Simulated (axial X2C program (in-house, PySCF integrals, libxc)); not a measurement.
# Linear FAsF⁻ at several levels

Aim: the two bond lengths and stretching wavenumbers of linear FAsF⁻, with and without spin–orbit coupling, at PBE0, HF, B3LYP, MP2.

Computed with an in-house X2C program for linear molecules on PySCF integrals. Level: all-electron X2C, two-component (2c) or spin-free, F dyall-av3z, As dyall-v3z.

All values are calculated.

2 further runs of the same task are left out: 2 set aside as unsound or not needed.

## 1. The job

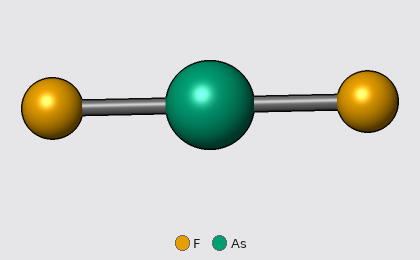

The atoms on one line, bonds 1.850 and 1.850 Å (fluorine amber, arsenic teal).

Input file task.json:

```json
{"zs": [9, 33, 9], "q": -1, "bas": ["dyall-av3z", "dyall-v3z", "dyall-av3z"], "r0": [1.85, 1.85], "symm": 1, "scan": ["PBE0", "HF", "B3LYP"], "levels": ["PBE0", "HF", "PBE"], "nst": 2}
```

Keys: zs atomic numbers; q charge; bas basis sets; r0 starting distance in Å; symm equal bonds; scan levels of the two-bond scan (MP2 follows by itself at each HF point); levels methods; nst determinants followed.

The run is started by

```sh
$ python solin.py task.json out
```

Masses F 18.998, As 74.922, F 18.998 u.

## 2. Scan at PBE0, 2c

State: Ω = 1 (beyond evenly filled blocks: ω = -1/2, ω = 3/2). Energies above the lowest point, from the job's result record:

| r(F–As) (Å) | r(As–F) (Å) | E (meV) |
| --- | --- | --- |
| 1.9188 | 1.9188 | 29.99 |
| 1.9188 | 1.9680 | 11.37 |
| 1.9188 | 2.0172 | 15.43 |
| 1.9680 | 1.9188 | 11.37 |
| 1.9680 | 1.9680 | 0.00 |
| 1.9680 | 2.0172 | 10.97 |
| 1.9680 | 2.0664 | 39.34 |
| 2.0172 | 1.9188 | 15.43 |
| 2.0172 | 1.9680 | 10.97 |
| 2.0172 | 2.0172 | 28.56 |
| 2.0664 | 1.9680 | 39.34 |
| 2.0664 | 2.0664 | 103.91 |

A quadratic surface with cubic terms in each bond gives the minimum at 1.967 and 1.967 Å, force constants 1.47, 1.47 and coupling 0.44 mdyn/Å.

## 3. Scan at HF, 2c

State: Ω = 1 (beyond evenly filled blocks: ω = -1/2, ω = 3/2). Energies above the lowest point, from the job's result record:

| r(F–As) (Å) | r(As–F) (Å) | E (meV) |
| --- | --- | --- |
| 1.9188 | 1.9188 | 31.09 |
| 1.9188 | 1.9680 | 10.76 |
| 1.9188 | 2.0172 | 10.22 |
| 1.9680 | 1.9188 | 10.76 |
| 1.9680 | 1.9680 | 0.00 |
| 1.9680 | 2.0172 | 8.68 |
| 1.9680 | 2.0664 | 32.21 |
| 2.0172 | 1.9188 | 10.22 |
| 2.0172 | 1.9680 | 8.68 |
| 2.0172 | 2.0172 | 26.24 |
| 2.0664 | 1.9680 | 32.21 |
| 2.0664 | 2.0664 | 98.54 |

A quadratic surface with cubic terms in each bond gives the minimum at 1.969 and 1.969 Å, force constants 1.27, 1.27 and coupling 0.59 mdyn/Å.

## 4. Scan at B3LYP, 2c

State: Ω = 1 (beyond evenly filled blocks: ω = -1/2, ω = 3/2). Energies above the lowest point, from the job's result record:

| r(F–As) (Å) | r(As–F) (Å) | E (meV) |
| --- | --- | --- |
| 1.9188 | 1.9188 | 58.91 |
| 1.9188 | 1.9680 | 26.73 |
| 1.9188 | 2.0172 | 18.15 |
| 1.9680 | 1.9188 | 26.73 |
| 1.9680 | 1.9680 | 1.73 |
| 1.9680 | 2.0172 | 0.00 |
| 1.9680 | 2.0664 | 16.55 |
| 2.0172 | 1.9188 | 18.15 |
| 2.0172 | 1.9680 | 0.00 |
| 2.0172 | 2.0172 | 4.81 |
| 2.0664 | 1.9680 | 16.55 |
| 2.0664 | 2.0664 | 56.27 |

A quadratic surface with cubic terms in each bond gives the minimum at 1.990 and 1.990 Å, force constants 1.38, 1.38 and coupling 0.43 mdyn/Å.

## 5. The levels side by side

| level | r(F–As) (Å) | r(As–F) (Å) | lower stretch (cm⁻¹) | upper stretch (cm⁻¹) |
| --- | --- | --- | --- | --- |
| PBE0, 2c | 1.967 | 1.967 | 373.1 | 412.8 |
| HF, 2c | 1.969 | 1.969 | 302.7 | 406.9 |
| B3LYP, 2c | 1.990 | 1.990 | 357.9 | 402.6 |
| MP2, 2c | 1.977 | 1.977 | 370.3 | 410.6 |
| PBE0, spin-free | 1.967 | 1.967 | 373.1 | 412.9 |
| HF, spin-free | 1.968 | 1.968 | 302.6 | 407.0 |
| B3LYP, spin-free | 1.989 | 1.989 | 358.0 | 402.9 |
| MP2, spin-free | 1.976 | 1.976 | 370.4 | 410.8 |

Scans not shown above were run alike.

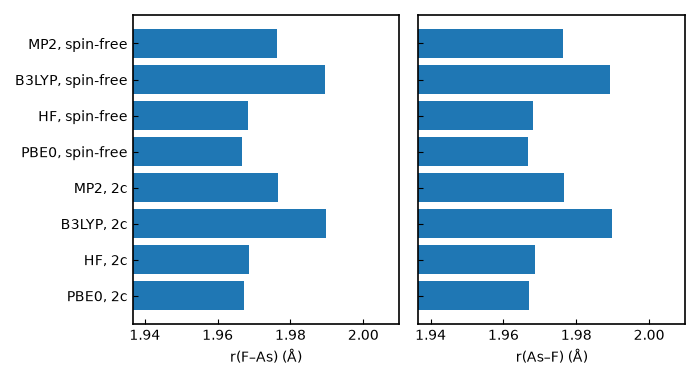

The two bond lengths by level.

What this shows: Over the levels the F–As bond spans 1.967 to 1.990 Å and the As–F bond 1.967 to 1.990 Å. At PBE0 spin–orbit coupling leaves both bonds unchanged to 0.001 Å. Each state is one determinant, the lowest of a limited PBE0 search; the stretches come from a fit to few points and are good to some per cent at best. The lower stretch spreads by more than a fifth over the levels, so it depends strongly on the method. The stretches are sorted by size, and where the two bonds are alike the symmetric and antisymmetric modes can swap order between levels. MP2 freezes inner shells (threshold -2 hartree). For an anion the highest level of a functional can be positive, and the basis then holds the extra electron. The molecule was held linear; bending was not examined, so a bent shape may lie lower. Open-shell Ω = 0 determinants with evenly filled partner blocks cannot be reached by this program, so the Ω shown need not be the lowest component. Note: several unpaired electrons, one determinant need not be a pure state.
